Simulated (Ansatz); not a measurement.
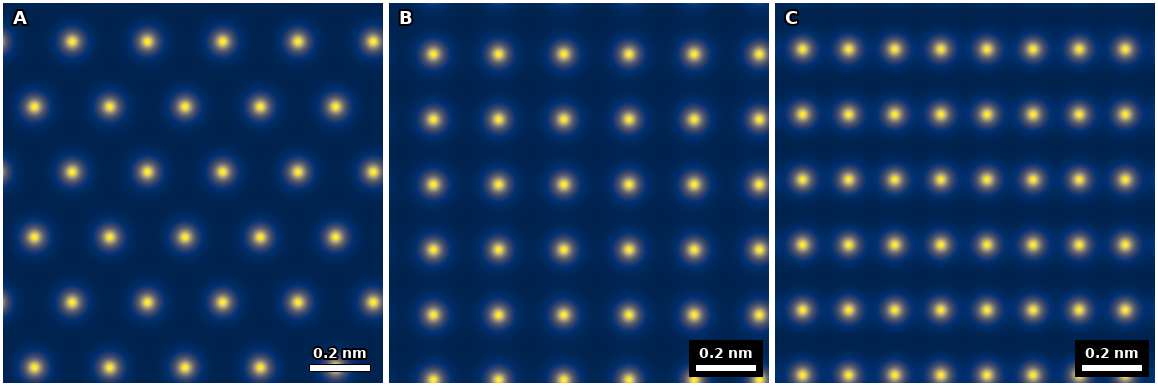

Three views of W (Im-3m, No. 229) along different zone axes. Computed as the sum of neutral-atom potentials (tabulated electron scattering factors, B = 0.5 Å²) projected along the beam and smoothed by 0.25 Å; brighter is more positive. Atomic positions: a calculation's starting geometry.

```
W
1.0
     3.15428    0.00000    0.00000
     0.00000    3.15428    0.00000
     0.00000    0.00000    3.15428
W
2
Direct
  0.00000 0.00000 0.00000
  0.50000 0.50000 0.50000
```

**Match the panels to the zone axes [001], [110] and [111].**

A is [111]: projected cell 2.58 × 2.58 Å, 120°, plane group p6mm. B is [001]: projected cell 2.23 × 2.23 Å, 90°, plane group p4mm. C is [110]: projected cell 1.58 × 2.23 Å, 90°, plane group p2mm.
